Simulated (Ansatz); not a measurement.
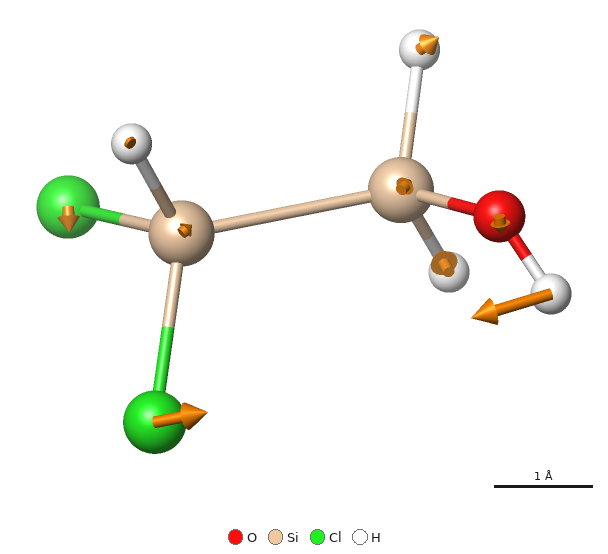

This is a relaxation of Si2H4OCl2 (coarse preliminary run). The starting structure is drawn; orange arrows show the displacements, at their true length. The two geometries are superimposed by the best rigid fit.

The picture is a ball-and-stick view, seen from a free direction.

The start comes from a force field.

The calculation used RKS PBE-D4/def2-SVP (Ansatz). Set-up: force threshold 0.03 eV/Å; at most 200 steps.

Which element moves most?

Answer. Hydrogen: up to 0.88 Å, against 0.61 Å for chlorine.

What happened in the run?

Answer. An H atom moves most after the best rigid fit: 0.88 Å. Largest moves by element: H 0.88 Å, Cl 0.61 Å, O 0.20 Å, Si 0.20 Å. Among the contacts that change: Cl–Si 2.028 → 2.104 Å, O–Si 1.617 → 1.685 Å, Cl–Si 2.118 → 2.081 Å, H–Si 1.475 → 1.508 Å. Among the angles between lasting bonds that change: Si–Si–Cl 111.6° → 101.6°, Si–O–H 121.4° → 112.4°, O–Si–Si 114.0° → 105.7°. Groups turn about O–Si by about 60°. After 16 accepted moves (17 points after the start) the energy has fallen by 6.27 kcal/mol. Largest force component: 1.7 eV/Å at the start, 0.026 eV/Å at the end. The line search rejected the trial step at point 7 of the run.
